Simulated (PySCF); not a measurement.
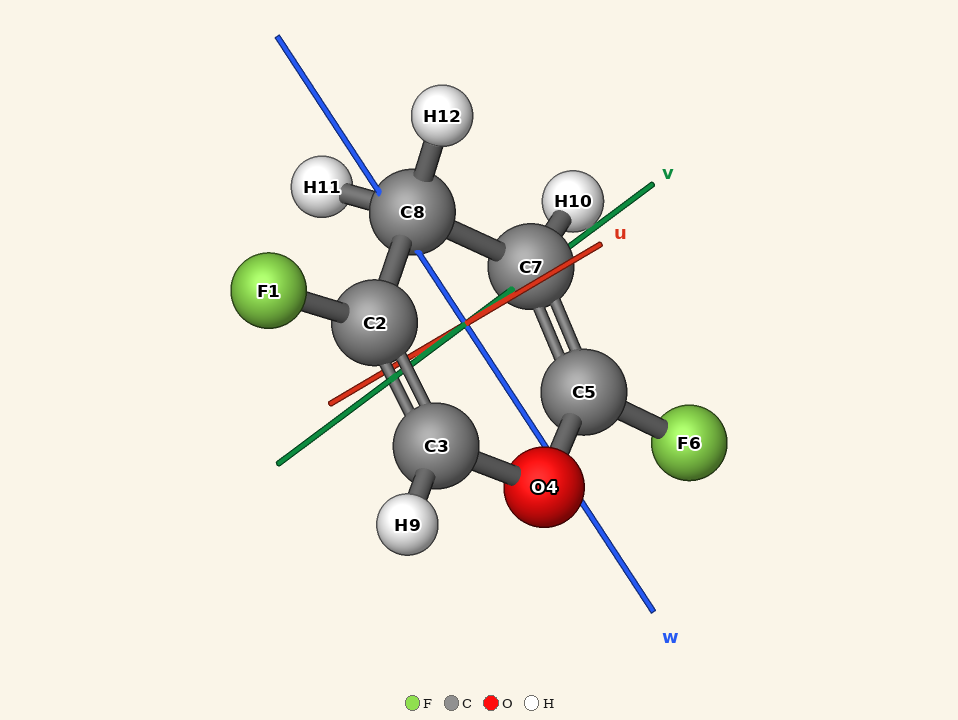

The lines u, v and w are the principal axes of the static dipole polarisability. The geometry was computed by an optimisation with GFN2-xTB. No frequency run is at hand to confirm it as a minimum. Method: PBE0/def2-SVPD (PySCF 2.14.0).

Question. Along which axis is the molecule most polarisable, and along which least?

Answer. Most along w, least along u.

Question. Give the three principal values.

Answer. u 41.4, v 63.5, w 73.4 bohr³; mean 59.4, anisotropy 28.3 bohr³.
